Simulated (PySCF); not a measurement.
# Mn(2+): excitation energies in ANO-RCC-VTZP, part 2 of 2

Wanted: the excitation energy of manganese, up a ladder of methods.

PySCF 2.14.0; ANO-RCC-VTZP, the spin-free X2C one-electron Hamiltonian (Gaussian nucleus). The scripts are equivalent inputs of a driver's runs. Earlier steps stand in the parts before.

## 4. Mn(2+) [Ar] 3d4 4p1

UHF:

Contents of input.py:

```python
from pyscf import gto, scf, dft, mp, cc
import basis_set_exchange as bse
mol = gto.M(atom="Mn 0 0 0", charge=2, spin=5, symmetry="D2h",
            basis=gto.basis.parse(bse.get_basis("ANO-RCC-VTZP", elements=["Mn"], fmt="nwchem")),
            nucmod="G")
mf = scf.UHF(mol).sfx2c1e()
mf.irrep_nelec = {'Ag': (4, 3), 'B1g': (1, 0), 'B2g': (1, 0), 'B3g': (1, 0), 'B1u': (3, 2), 'B2u': (2, 2), 'B3u': (2, 2)}
mf.kernel()
```

The program printed:

```text
damping factor = 0
level_shift factor = 0
DIIS = <class 'pyscf.scf.diis.CDIIS'>
diis_start_cycle = 1
diis_space = 10
diis_damp = 0
SCF conv_tol = 1e-09
SCF conv_tol_grad = None
number electrons alpha = 14  beta = 9
cycle= 1 E= -1156.1339765341  delta_E= -0.00483  |g|= 0.0285  |ddm|= 0.0346
cycle= 2 E= -1156.13411823192  delta_E= -0.000142  |g|= 0.00584  |ddm|= 0.00637
cycle= 3 E= -1156.13412593409  delta_E= -7.7e-06  |g|= 0.000683  |ddm|= 0.00192
cycle= 4 E= -1156.13412606959  delta_E= -1.35e-07  |g|= 0.000186  |ddm|= 0.000323
cycle= 5 E= -1156.13412607555  delta_E= -5.96e-09  |g|= 1.54e-05  |ddm|= 5.91e-05
cycle= 6 E= -1156.13412607567  delta_E= -1.23e-10  |g|= 2.79e-06  |ddm|= 1.3e-05
converged SCF energy = -1156.13412607567  <S^2> = 8.751807  2S+1 = 6.0006023
```

It used 0.48 s of CPU time after the integrals (shared host).

The occupied shells:

```csv
shell,electrons,mean orbital energy (eV),spread (eV),rms radius (bohr)
1s α,1,-6625.5,0,0.0703
1s β,1,-6625.4,0,0.0703
2s α,1,-833.10,0,0.302
2s β,1,-829.79,0,0.302
2p α,3,-706.74,0.108,0.273
2p β,3,-703.40,0.834,0.273
3s α,1,-137.13,0,0.906
3s β,1,-127.43,0,0.906
3p α,3,-99.998,1.403,0.967
3p β,3,-88.226,1.806,0.967
3d α,4,-43.349,1.279,1.16
4p α,1,-19.404,0,3.25
```

⟨S²⟩ = 8.752, ⟨L²⟩ = 8.01.

Spin-orbit constants on these orbitals (cm⁻¹; bare nucleus, screened nucleus, mean field): 3d 690.8, 414.5, n/a; 4p 517.8, 476.4, n/a. To first order in LS coupling the lowest level has J = 1/2 and lies 0.108 eV below the centre of the term.

⟨L²⟩ = 8.01 against 12 for a pure F term, so this real determinant mixes terms.

LDA:

input.py, as changed from the run before:

```diff
@@ -5,3 +5,3 @@
             nucmod="G")
-mf = scf.UHF(mol).sfx2c1e()
+mf = dft.UKS(mol, xc="LDA,VWN").sfx2c1e()
 mf.irrep_nelec = {'Ag': (4, 3), 'B1g': (1, 0), 'B2g': (1, 0), 'B3g': (1, 0), 'B1u': (3, 2), 'B2u': (2, 2), 'B3u': (2, 2)}
```

The program printed:

```text
damping factor = 0
level_shift factor = 0
DIIS = <class 'pyscf.scf.diis.CDIIS'>
diis_start_cycle = 1
diis_space = 10
diis_damp = 0
SCF conv_tol = 1e-09
SCF conv_tol_grad = None
number electrons alpha = 14  beta = 9
XC functionals = LDA,VWN
    P. A. M. Dirac.,  Math. Proc. Cambridge Philos. Soc. 26, 376 (1930)
    F. Bloch.,  Z. Phys. 57, 545 (1929)
    S. H. Vosko, L. Wilk, and M. Nusair.,  Can. J. Phys. 58, 1200 (1980)
cycle= 1 E= -1154.73033350135  delta_E= -0.0143  |g|= 0.0395  |ddm|= 0.128
cycle= 2 E= -1154.73039927321  delta_E= -6.58e-05  |g|= 0.0289  |ddm|= 0.0178
cycle= 3 E= -1154.73053485803  delta_E= -0.000136  |g|= 0.00521  |ddm|= 0.0102
cycle= 4 E= -1154.73053967601  delta_E= -4.82e-06  |g|= 0.000153  |ddm|= 0.00162
cycle= 5 E= -1154.73053967987  delta_E= -3.86e-09  |g|= 5.47e-06  |ddm|= 4.09e-05
cycle= 6 E= -1154.73053967988  delta_E= -7.5e-12  |g|= 3.31e-07  |ddm|= 2.44e-06
converged SCF energy = -1154.73053967988  <S^2> = 8.7503123  2S+1 = 6.0001041
```

CPU time 0.99 s on a shared host, the integrals not counted.

PBE:

input.py, as changed from the run before:

```diff
@@ -5,3 +5,3 @@
             nucmod="G")
-mf = dft.UKS(mol, xc="LDA,VWN").sfx2c1e()
+mf = dft.UKS(mol, xc="PBE").sfx2c1e()
 mf.irrep_nelec = {'Ag': (4, 3), 'B1g': (1, 0), 'B2g': (1, 0), 'B3g': (1, 0), 'B1u': (3, 2), 'B2u': (2, 2), 'B3u': (2, 2)}
```

The program printed:

```text
damping factor = 0
level_shift factor = 0
DIIS = <class 'pyscf.scf.diis.CDIIS'>
diis_start_cycle = 1
diis_space = 10
diis_damp = 0
SCF conv_tol = 1e-09
SCF conv_tol_grad = None
number electrons alpha = 14  beta = 9
XC functionals = PBE
    J. P. Perdew, K. Burke, and M. Ernzerhof.,  Phys. Rev. Lett. 77, 3865 (1996)
    J. P. Perdew, K. Burke, and M. Ernzerhof.,  Phys. Rev. Lett. 78, 1396 (1997)
    J. P. Perdew, K. Burke, and M. Ernzerhof.,  Phys. Rev. Lett. 77, 3865 (1996)
    J. P. Perdew, K. Burke, and M. Ernzerhof.,  Phys. Rev. Lett. 78, 1396 (1997)
cycle= 1 E= -1156.9542717746  delta_E= -0.01  |g|= 0.0268  |ddm|= 0.109
cycle= 2 E= -1156.95433436946  delta_E= -6.26e-05  |g|= 0.0161  |ddm|= 0.012
cycle= 3 E= -1156.95437556405  delta_E= -4.12e-05  |g|= 0.00438  |ddm|= 0.00619
cycle= 4 E= -1156.95437891274  delta_E= -3.35e-06  |g|= 0.000127  |ddm|= 0.00134
cycle= 5 E= -1156.95437891552  delta_E= -2.78e-09  |g|= 5.75e-06  |ddm|= 3.92e-05
cycle= 6 E= -1156.95437891553  delta_E= -6.37e-12  |g|= 1.7e-07  |ddm|= 2.12e-06
converged SCF energy = -1156.95437891553  <S^2> = 8.7504243  2S+1 = 6.0001414
```

CPU time 1.6 s on a shared host, the integrals not counted.

PBE0:

input.py, as changed from the run before:

```diff
@@ -5,3 +5,3 @@
             nucmod="G")
-mf = dft.UKS(mol, xc="PBE").sfx2c1e()
+mf = dft.UKS(mol, xc="PBE0").sfx2c1e()
 mf.irrep_nelec = {'Ag': (4, 3), 'B1g': (1, 0), 'B2g': (1, 0), 'B3g': (1, 0), 'B1u': (3, 2), 'B2u': (2, 2), 'B3u': (2, 2)}
```

The program printed:

```text
damping factor = 0
level_shift factor = 0
DIIS = <class 'pyscf.scf.diis.CDIIS'>
diis_start_cycle = 1
diis_space = 10
diis_damp = 0
SCF conv_tol = 1e-09
SCF conv_tol_grad = None
number electrons alpha = 14  beta = 9
XC functionals = PBE0
    C. Adamo and V. Barone.,  J. Chem. Phys. 110, 6158 (1999)
    M. Ernzerhof and G. E. Scuseria.,  J. Chem. Phys. 110, 5029 (1999)
cycle= 1 E= -1156.99127516312  delta_E= -0.0064  |g|= 0.0161  |ddm|= 0.0744
cycle= 2 E= -1156.99133972328  delta_E= -6.46e-05  |g|= 0.00185  |ddm|= 0.0091
cycle= 3 E= -1156.99134097409  delta_E= -1.25e-06  |g|= 0.000285  |ddm|= 0.00146
cycle= 4 E= -1156.9913410072  delta_E= -3.31e-08  |g|= 1.64e-05  |ddm|= 0.000259
cycle= 5 E= -1156.99134100725  delta_E= -4.96e-11  |g|= 1.09e-05  |ddm|= 9.5e-06
converged SCF energy = -1156.99134100725  <S^2> = 8.7506472  2S+1 = 6.0002157
```

It used 1.5 s of CPU time after the integrals (shared host).

r2SCAN:

input.py, as changed from the run before:

```diff
@@ -5,3 +5,3 @@
             nucmod="G")
-mf = dft.UKS(mol, xc="PBE0").sfx2c1e()
+mf = dft.UKS(mol, xc="R2SCAN").sfx2c1e()
 mf.irrep_nelec = {'Ag': (4, 3), 'B1g': (1, 0), 'B2g': (1, 0), 'B3g': (1, 0), 'B1u': (3, 2), 'B2u': (2, 2), 'B3u': (2, 2)}
```

The program printed:

```text
damping factor = 0
level_shift factor = 0
DIIS = <class 'pyscf.scf.diis.CDIIS'>
diis_start_cycle = 1
diis_space = 10
diis_damp = 0
SCF conv_tol = 1e-09
SCF conv_tol_grad = None
number electrons alpha = 14  beta = 9
XC functionals = R2SCAN
    J. W. Furness, A. D. Kaplan, J. Ning, J. P. Perdew, and J. Sun.,  J. Phys. Chem. Lett. 11, 8208-8215 (2020)
    J. W. Furness, A. D. Kaplan, J. Ning, J. P. Perdew, and J. Sun.,  J. Phys. Chem. Lett. 11, 9248-9248 (2020)
    J. W. Furness, A. D. Kaplan, J. Ning, J. P. Perdew, and J. Sun.,  J. Phys. Chem. Lett. 11, 8208-8215 (2020)
    J. W. Furness, A. D. Kaplan, J. Ning, J. P. Perdew, and J. Sun.,  J. Phys. Chem. Lett. 11, 9248-9248 (2020)
cycle= 1 E= -1157.17048229358  delta_E= -0.00679  |g|= 0.019  |ddm|= 0.0847
cycle= 2 E= -1157.17053857409  delta_E= -5.63e-05  |g|= 0.00727  |ddm|= 0.00889
cycle= 3 E= -1157.17054598961  delta_E= -7.42e-06  |g|= 0.00317  |ddm|= 0.00312
cycle= 4 E= -1157.17054772398  delta_E= -1.73e-06  |g|= 0.000151  |ddm|= 0.00104
cycle= 5 E= -1157.17054772971  delta_E= -5.73e-09  |g|= 6.25e-06  |ddm|= 8.02e-05
cycle= 6 E= -1157.17054772972  delta_E= -9.32e-12  |g|= 1.3e-06  |ddm|= 3.1e-06
converged SCF energy = -1157.17054772972  <S^2> = 8.7509839  2S+1 = 6.000328
```

It used 3.5 s of CPU time after the integrals (shared host).

PBEsol:

input.py, as changed from the run before:

```diff
@@ -5,3 +5,3 @@
             nucmod="G")
-mf = dft.UKS(mol, xc="R2SCAN").sfx2c1e()
+mf = dft.UKS(mol, xc="PBEsol").sfx2c1e()
 mf.irrep_nelec = {'Ag': (4, 3), 'B1g': (1, 0), 'B2g': (1, 0), 'B3g': (1, 0), 'B1u': (3, 2), 'B2u': (2, 2), 'B3u': (2, 2)}
```

The program printed:

```text
damping factor = 0
level_shift factor = 0
DIIS = <class 'pyscf.scf.diis.CDIIS'>
diis_start_cycle = 1
diis_space = 10
diis_damp = 0
SCF conv_tol = 1e-09
SCF conv_tol_grad = None
number electrons alpha = 14  beta = 9
XC functionals = PBEsol
    J. P. Perdew, A. Ruzsinszky, G. I. Csonka, O. A. Vydrov, G. E. Scuseria, L. A. Constantin, X. Zhou, and K. Burke.,  Phys. Rev. Lett. 100, 136406 (2008)
    J. P. Perdew, A. Ruzsinszky, G. I. Csonka, O. A. Vydrov, G. E. Scuseria, L. A. Constantin, X. Zhou, and K. Burke.,  Phys. Rev. Lett. 100, 136406 (2008)
cycle= 1 E= -1155.80741389611  delta_E= -0.0111  |g|= 0.035  |ddm|= 0.114
cycle= 2 E= -1155.80748315938  delta_E= -6.93e-05  |g|= 0.0246  |ddm|= 0.0164
cycle= 3 E= -1155.8075827524  delta_E= -9.96e-05  |g|= 0.00463  |ddm|= 0.00881
cycle= 4 E= -1155.80758653113  delta_E= -3.78e-06  |g|= 0.000163  |ddm|= 0.00143
cycle= 5 E= -1155.80758652392  delta_E= 7.21e-09  |g|= 0.000163  |ddm|= 0.00095
cycle= 6 E= -1155.80758600074  delta_E= 5.23e-07  |g|= 0.0011  |ddm|= 0.00563
cycle= 7 E= -1155.80758653567  delta_E= -5.35e-07  |g|= 7.78e-07  |ddm|= 0.00661
cycle= 8 E= -1155.80758653567  delta_E= -9.09e-13  |g|= 8.01e-08  |ddm|= 6.61e-07
converged SCF energy = -1155.80758653567  <S^2> = 8.7503401  2S+1 = 6.0001134
```

CPU time 2 s on a shared host, the integrals not counted.

MN15:

input.py, as changed from the run before:

```diff
@@ -5,3 +5,3 @@
             nucmod="G")
-mf = dft.UKS(mol, xc="PBEsol").sfx2c1e()
+mf = dft.UKS(mol, xc="MN15").sfx2c1e()
 mf.irrep_nelec = {'Ag': (4, 3), 'B1g': (1, 0), 'B2g': (1, 0), 'B3g': (1, 0), 'B1u': (3, 2), 'B2u': (2, 2), 'B3u': (2, 2)}
```

The program printed:

```text
damping factor = 0
level_shift factor = 0
DIIS = <class 'pyscf.scf.diis.CDIIS'>
diis_start_cycle = 1
diis_space = 10
diis_damp = 0
SCF conv_tol = 1e-09
SCF conv_tol_grad = None
number electrons alpha = 14  beta = 9
XC functionals = MN15
    H. S. Yu, X. He, S. L. Li, and D. G. Truhlar.,  Chem. Sci. 7, 5032-5051 (2016)
    H. S. Yu, X. He, S. L. Li, and D. G. Truhlar.,  Chem. Sci. 7, 5032-5051 (2016)
cycle= 1 E= -1157.83561662255  delta_E= -0.0312  |g|= 0.0497  |ddm|= 0.126
cycle= 2 E= -1157.8359180735  delta_E= -0.000301  |g|= 0.0398  |ddm|= 0.0286
cycle= 3 E= -1157.83616901505  delta_E= -0.000251  |g|= 0.00203  |ddm|= 0.0113
cycle= 4 E= -1157.83617081536  delta_E= -1.8e-06  |g|= 0.000314  |ddm|= 0.00178
cycle= 5 E= -1157.83617087144  delta_E= -5.61e-08  |g|= 6.05e-05  |ddm|= 0.000374
cycle= 6 E= -1157.83617087242  delta_E= -9.77e-10  |g|= 3.05e-05  |ddm|= 5.03e-05
converged SCF energy = -1157.83617087242  <S^2> = 8.7503847  2S+1 = 6.0001282
```

CPU time 3.6 s on a shared host, the integrals not counted.

M06-2X:

input.py, as changed from the run before:

```diff
@@ -5,3 +5,3 @@
             nucmod="G")
-mf = dft.UKS(mol, xc="MN15").sfx2c1e()
+mf = dft.UKS(mol, xc="M062X").sfx2c1e()
 mf.irrep_nelec = {'Ag': (4, 3), 'B1g': (1, 0), 'B2g': (1, 0), 'B3g': (1, 0), 'B1u': (3, 2), 'B2u': (2, 2), 'B3u': (2, 2)}
```

The program printed:

```text
damping factor = 0
level_shift factor = 0
DIIS = <class 'pyscf.scf.diis.CDIIS'>
diis_start_cycle = 1
diis_space = 10
diis_damp = 0
SCF conv_tol = 1e-09
SCF conv_tol_grad = None
number electrons alpha = 14  beta = 9
XC functionals = M062X
    Y. Zhao and D. G. Truhlar.,  Theor. Chem. Acc. 120, 215 (2008)
    Y. Zhao and D. G. Truhlar.,  Theor. Chem. Acc. 120, 215 (2008)
cycle= 1 E= -1157.20895035023  delta_E= -0.00512  |g|= 0.021  |ddm|= 0.059
cycle= 2 E= -1157.20903103016  delta_E= -8.07e-05  |g|= 0.0108  |ddm|= 0.0112
cycle= 3 E= -1157.20904997389  delta_E= -1.89e-05  |g|= 0.00172  |ddm|= 0.00364
cycle= 4 E= -1157.20905080679  delta_E= -8.33e-07  |g|= 0.000127  |ddm|= 0.00106
cycle= 5 E= -1157.20905081915  delta_E= -1.24e-08  |g|= 1.42e-05  |ddm|= 0.000181
cycle= 6 E= -1157.20905081925  delta_E= -1.03e-10  |g|= 1.38e-06  |ddm|= 1.55e-05
converged SCF energy = -1157.20905081925  <S^2> = 8.7509545  2S+1 = 6.0003182
```

It used 3.6 s of CPU time after the integrals (shared host).

MP2 (valence):

input.py, as changed from the run before:

```diff
@@ -5,4 +5,5 @@
             nucmod="G")
-mf = dft.UKS(mol, xc="M062X").sfx2c1e()
+mf = scf.UHF(mol).sfx2c1e()
 mf.irrep_nelec = {'Ag': (4, 3), 'B1g': (1, 0), 'B2g': (1, 0), 'B3g': (1, 0), 'B1u': (3, 2), 'B2u': (2, 2), 'B3u': (2, 2)}
 mf.kernel()
+mp.UMP2(mf, frozen=9).kernel()
```

This step left no log, only its results.

CPU time 0.05 s on a shared host, the integrals not counted.

With 5 electrons correlated, the MP2 correlation energy is -0.04869 hartree (-0.04869 same spin, 0.00000 opposite spin); the SCS form gives -0.01623. Largest pairs of shells: 3d-3d -0.0405, 3d-4p -0.0082, 4p-4p 0.0000.

## 5. Mn(2+) [Ar] 3d4 4p1, continued

MP2 (valence and next inner shell):

input.py, as its differences from that of step 4:

```diff
@@ -8,2 +8,2 @@
 mf.kernel()
-mp.UMP2(mf, frozen=9).kernel()
+mp.UMP2(mf, frozen=5).kernel()
```

The driver printed no log here.

CPU time 0.19 s on a shared host, the integrals not counted.

With 13 electrons correlated, the MP2 correlation energy is -0.36615 hartree (-0.12580 same spin, -0.24035 opposite spin); the SCS form gives -0.33035. Largest pairs of shells: 3p-3d -0.1482, 3p-3p -0.0949, 3d-3d -0.0405, 3s-3p -0.0343, 3s-3d -0.0241.

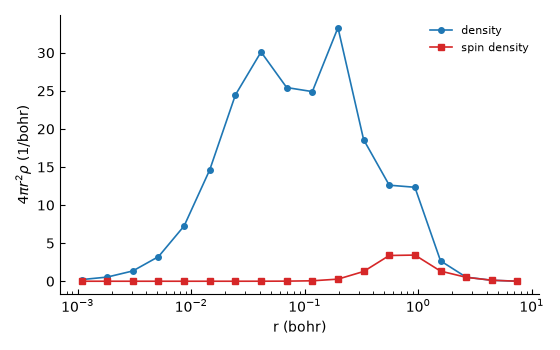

Radial density 4πr²ρ of Mn(2+) at UHF, at 18 stored radii joined by straight lines.

## 6. Orbital energies side by side

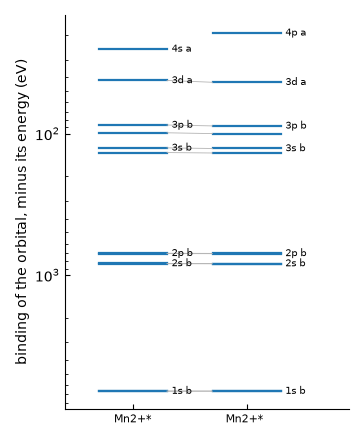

Hartree-Fock orbital energies of the states on a logarithmic scale (a, b: spin up and down; * marks an excited configuration).

## 7. The energy differences

Excitation energy: Mn(2+) [Ar] 3d5 (6S) → Mn(2+) [Ar] 3d4 4s1 (6D).

```csv
method,value (eV)
UHF,7.345
LDA,7.716
PBE,7.566
PBE0,7.702
r2SCAN,7.697
PBEsol,7.710
MN15,8.130
M06-2X,7.672
MP2 (valence),7.853
SCS-MP2 (valence),7.514
MP2 (valence and next inner shell),8.042
SCS-MP2 (valence and next inner shell),7.721
```

A first-order spin-orbit estimate (lowest level to lowest level, LS coupling) adds -0.072 eV.

Excitation energy: Mn(2+) [Ar] 3d5 (6S) → Mn(2+) [Ar] 3d4 4p1 (high-spin determinant).

```csv
method,value (eV)
UHF,13.101
LDA,13.573
PBE,13.312
PBE0,13.456
r2SCAN,13.474
PBEsol,13.454
MN15,13.544
M06-2X,13.296
MP2 (valence),13.713
SCS-MP2 (valence),13.305
MP2 (valence and next inner shell),14.045
SCS-MP2 (valence and next inner shell),13.651
```

A first-order spin-orbit estimate (lowest level to lowest level, LS coupling) adds -0.108 eV.

The differences also use runs on Mn(2+) [Ar] 3d5 (6S), which are not shown here.

## 8. What came out

This closing draws on all 2 parts.

| quantity | value |
| --- | --- |
| excitation energy, Mn(2+) → [Ar] 3d4 4s1 | UHF 7.345, MP2 (valence and next inner shell) 8.042 eV |
| excitation energy, Mn(2+) → [Ar] 3d4 4p1 | UHF 13.101, MP2 (valence and next inner shell) 14.045 eV |

For the first difference the methods span 0.786 eV, from UHF (7.345) to MN15 (8.130). No reference value is at hand in this session. All values hold for this basis alone; no basis-set limit was taken.
